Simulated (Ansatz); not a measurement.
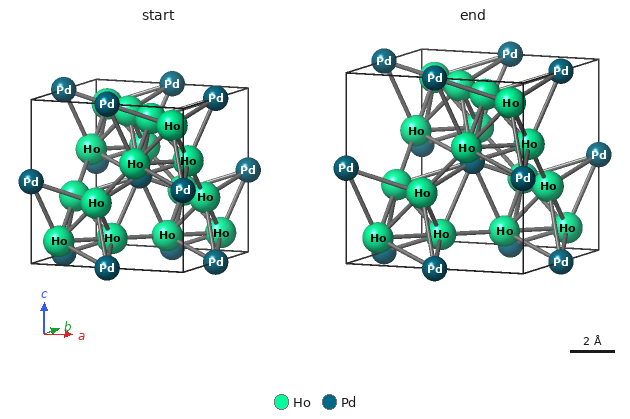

The structure of solid Ho4Pd (a generated structure, set up in F-43m) (coarse preliminary run) before (left) and after (right) a relaxation, at one scale.

A ball-and-stick model of the conventional cell (4 times the calculation's cell), seen slightly off an axis. Lengths and directions refer to the drawn axes.

Computed with DFT PBE, scalar-relativistic, plane waves, PAW; 4f electrons in the core of a trivalent norm-conserving potential (Ansatz). (plane-wave cutoff 690 eV; k-point mesh 4 × 4 × 4; occupations gaussian; smearing width 0.1 eV; no spin polarisation; cell and atoms relaxed; force threshold 0.04 eV/Å; at most 70 steps)

Describe what moved and what it gained.

Answer. The largest moves relative to the cell, 0.018 Å, are those of Ho atoms. Pd stays in place. The volume changes by +57.7 %, with a = b = c 7.591 → 8.836 Å (+16.4 %). Near-neighbour distances that change, for instance: Ho–Pd 3.142 → 3.661 Å, Ho–Ho 2.639 → 3.100 Å, Ho–Ho 2.729 → 3.148 Å. The space group stays F-43m (No. 216). The energy falls by 743 meV per atom in 5 accepted moves (7 points after the start). The largest force component goes from 0.26 to 0.014 eV/Å. The pressure goes from 28.13 to 0.19 GPa. The SCF was repeated twice at an unchanged geometry on a basis and grid sized afresh for the cell, which shifted the energy by 29.3 meV per atom at most.
